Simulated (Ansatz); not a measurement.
# C₈H₂₀Ge: what the fields show

```yaml
atoms:
  - { symbol: C, position_ang: [0.1754, 0.9250, -2.7754] }
  - { symbol: C, position_ang: [0.4462, 1.3658, -1.3432] }
  - { symbol: Ge, position_ang: [-0.0042, -0.0003, 0.0009] }
  - { symbol: C, position_ang: [-1.9191, -0.4413, -0.1195] }
  - { symbol: C, position_ang: [-2.8359, 0.7511, 0.1177] }
  - { symbol: C, position_ang: [0.4024, 0.7009, 1.7949] }
  - { symbol: C, position_ang: [0.0952, -0.2807, 2.9176] }
  - { symbol: C, position_ang: [1.0543, -1.6271, -0.3290] }
  - { symbol: C, position_ang: [2.5584, -1.4009, -0.2573] }
  - { symbol: H, position_ang: [0.7539, 0.0348, -3.0381] }
  - { symbol: H, position_ang: [0.4344, 1.7042, -3.4983] }
  - { symbol: H, position_ang: [-0.8794, 0.6798, -2.9279] }
  - { symbol: H, position_ang: [-0.1212, 2.2713, -1.1066] }
  - { symbol: H, position_ang: [1.5009, 1.6292, -1.2157] }
  - { symbol: H, position_ang: [-2.1033, -0.8766, -1.1067] }
  - { symbol: H, position_ang: [-2.1280, -1.2358, 0.6038] }
  - { symbol: H, position_ang: [-2.6826, 1.1850, 1.1098] }
  - { symbol: H, position_ang: [-2.6584, 1.5461, -0.6121] }
  - { symbol: H, position_ang: [-3.8920, 0.4750, 0.0449] }
  - { symbol: H, position_ang: [-0.1629, 1.6283, 1.9304] }
  - { symbol: H, position_ang: [1.4589, 0.9867, 1.8133] }
  - { symbol: H, position_ang: [0.6703, -1.2049, 2.8120] }
  - { symbol: H, position_ang: [0.3311, 0.1367, 3.9009] }
  - { symbol: H, position_ang: [-0.9623, -0.5594, 2.9297] }
  - { symbol: H, position_ang: [0.7716, -2.0198, -1.3108] }
  - { symbol: H, position_ang: [0.7449, -2.3840, 0.3987] }
  - { symbol: H, position_ang: [2.8628, -1.0315, 0.7260] }
  - { symbol: H, position_ang: [3.1191, -2.3213, -0.4452] }
  - { symbol: H, position_ang: [2.8896, -0.6641, -0.9945] }
```

Geometry: PBE0-D4/def2-TZVP.

Computed with Ansatz, RKS PBE0-D4/def2-TZVPP.

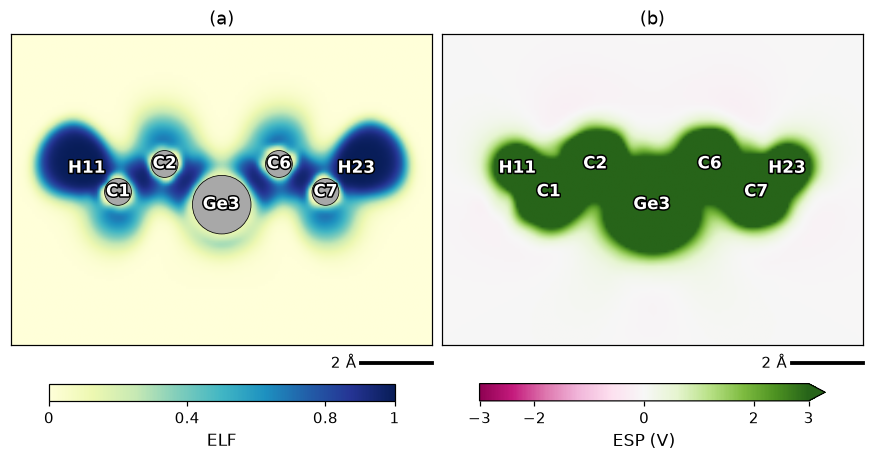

Figure 1. (a) ELF; (b) molecular electrostatic potential on the plane of atoms C2, C1 and H11. Grey discs cover the atomic cores in the ELF map.

> Read the bonding off the picture.

- Atoms in the plane: C, Ge and H.
- C–C (1.52 Å): the ELF peaks at about 0.95 between the atoms: localised, covalent bonding.
- C–Ge (1.97 Å): the ELF peaks at about 0.95 in the valence shell of C, 0.7 Å from its nucleus, and is about 0.70 at the midpoint.
- C–H (1.09 Å): the ELF climbs to about 1 towards the hydrogen, as it does in any bond to H; a covalent bond by its length.
- The potential has no marked negative region in this plane.

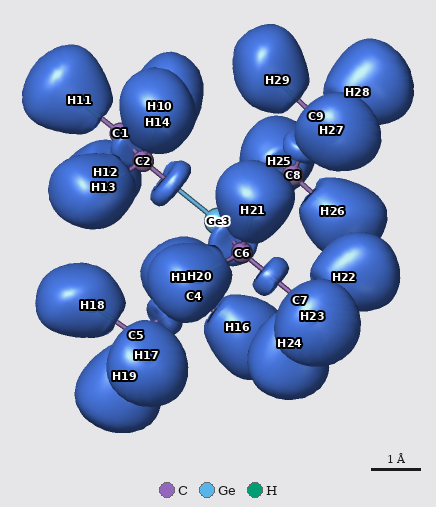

Figure 2. Isosurface of the ELF at 0.8 (blue), seen at a tilt. Core shells and regions of very low density are left out.

> Where are the electrons localised?

At this value the surface marks out four regions between bonded C–C atoms (shared pairs), 20 regions around hydrogen nuclei and four lobes of the valence shell of C pointing towards Ge (polar bonds).

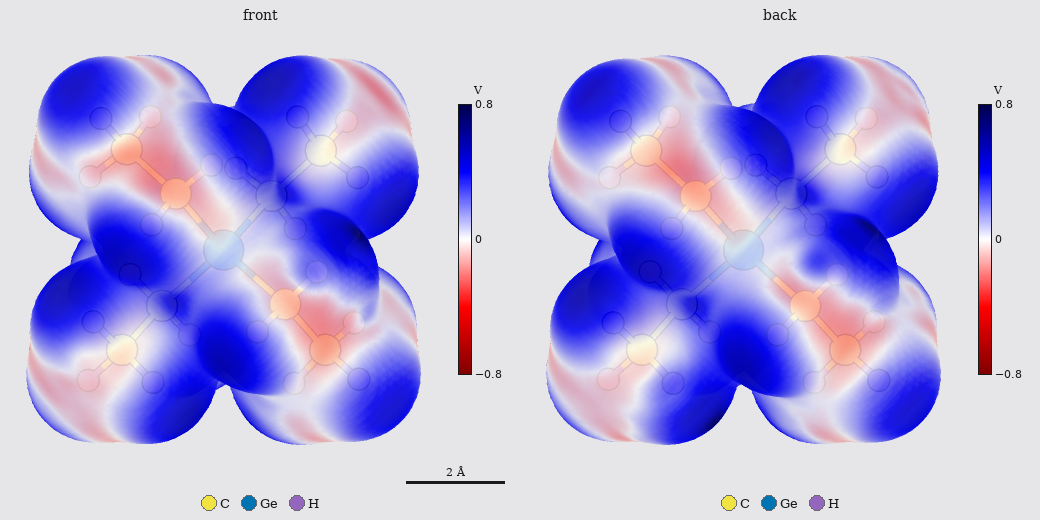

Figure 3. The molecular electrostatic potential painted on the density surface at 0.002 e/bohr³, seen from the front and from behind; the colour scale runs from red (negative) to blue (positive).

> Which sites attract a positive test charge, and which a negative one?

A positive charge is drawn to the negative regions and a negative charge to the positive ones. The most negative region (about −0.2 V) lies over the C and H atoms, the most positive (about +0.6 V) over H15, H21 and H24.
